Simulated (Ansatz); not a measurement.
## Electronic structure of CH5FOSSi2 (SMILES F[SiH]([SiH3])OC=S) in real space

```xyz
11

F    -0.5892    1.8295    1.2557
Si    0.3612    1.1037    0.1989
Si    1.0405   -0.9588    1.0882
O    -0.5005    0.9199   -1.2192
C    -1.4269   -0.0050   -1.4704
S    -2.2492   -0.1132   -2.8432
H     1.4464    2.0367   -0.1644
H    -0.1430   -1.7807    1.4520
H     1.8629   -0.7049    2.2988
H     1.8514   -1.6755    0.0702
H    -1.5883   -0.7089   -0.6460
```

Geometry: PBE0-D4/def2-TZVP.

Level of theory: RKS PBE0-D4/def2-TZVPP in Ansatz.

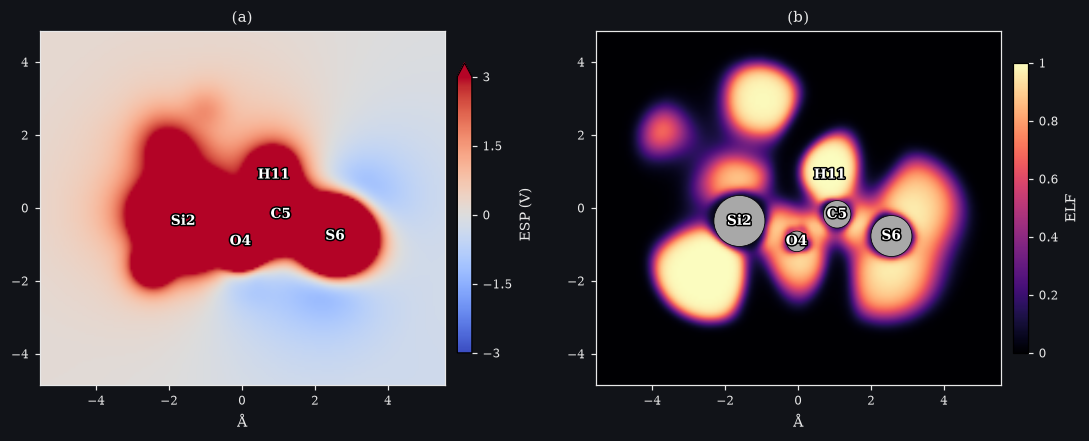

Figure 1. (a) electrostatic potential; (b) electron localisation function on the plane of atoms O4, C5 and S6. Grey discs cover the atomic cores in the ELF map.

Q: What do the fields say about this system?

A: The plane passes through Si, O, C, S and H nuclei.
C–O (1.33 Å): the ELF peaks at about 0.85 between the atoms (a polar covalent bond).
C–S (1.60 Å): the ELF peaks at about 0.90 between the atoms (localised, covalent bonding).
Si–O (1.67 Å): the ELF peaks at about 0.85 between the atoms: a polar covalent bond.
C–H (1.10 Å): the ELF climbs to about 1 towards the hydrogen, as it does in any bond to H: a covalent bond by its length.
The ELF also peaks beside S6 and O4, away from the bonds: lone-pair regions.
Outside the dense part of the molecule the potential is most negative (−1.2 V) near S6.

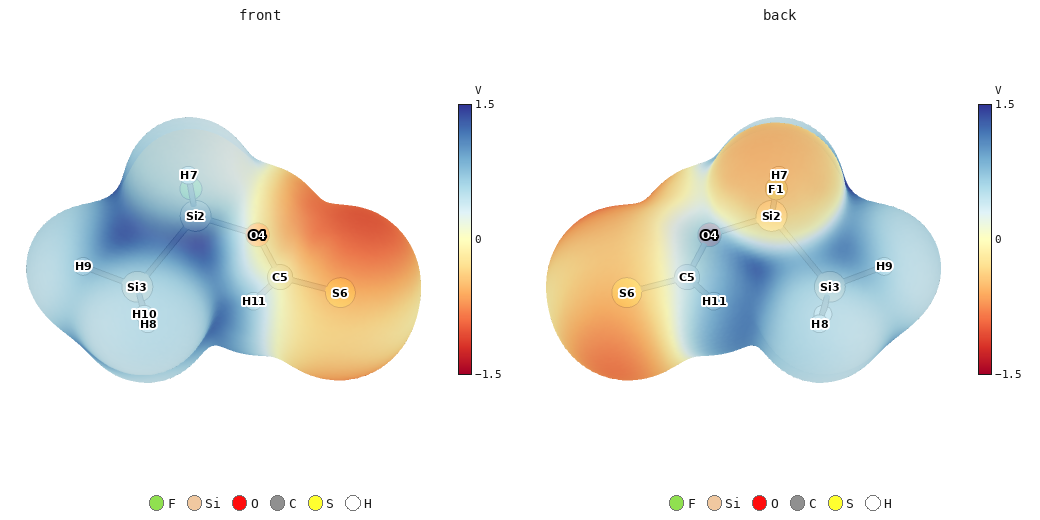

Figure 2. The molecular electrostatic potential painted on the density surface at 0.001 e/bohr³, seen from the front and from behind; the colour scale runs from red (negative) to blue (positive).

Q: Where is the surface potential most negative and most positive?

A: The most negative region (about −1.0 V, or −23 kcal/mol for a unit charge) lies over S6, the most positive (about +1.4 V, or +32 kcal/mol for a unit charge) over Si2 and Si3.

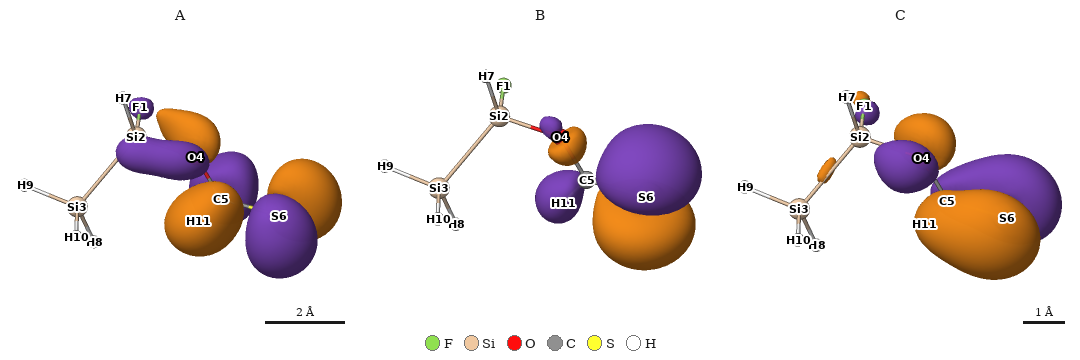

Figure 3. Three frontier orbitals at ±0.1 Å⁻³ᐟ² (orange and purple are the two phases), in no order.

Q: Order the three orbitals by energy and name them.

A: C is the HOMO−1 (−8.17 eV). Its weight (Hirshfeld) is mainly on S6 (about 55 %), C5 (about 20 %) and O4 (about 15 %). B is the HOMO (−6.88 eV). By Hirshfeld shares it lies mainly on S6 (about 85 %) and C5 (about 10 %); largely a lone pair of S6. A is the LUMO (−1.96 eV). By Hirshfeld shares it lies mainly on S6 (about 40 %), C5 (about 35 %) and O4 (about 10 %); π-antibonding (π*) across S6–C5.

Q: What is the HOMO–LUMO gap?

A: 4.92 eV between the orbital energies.
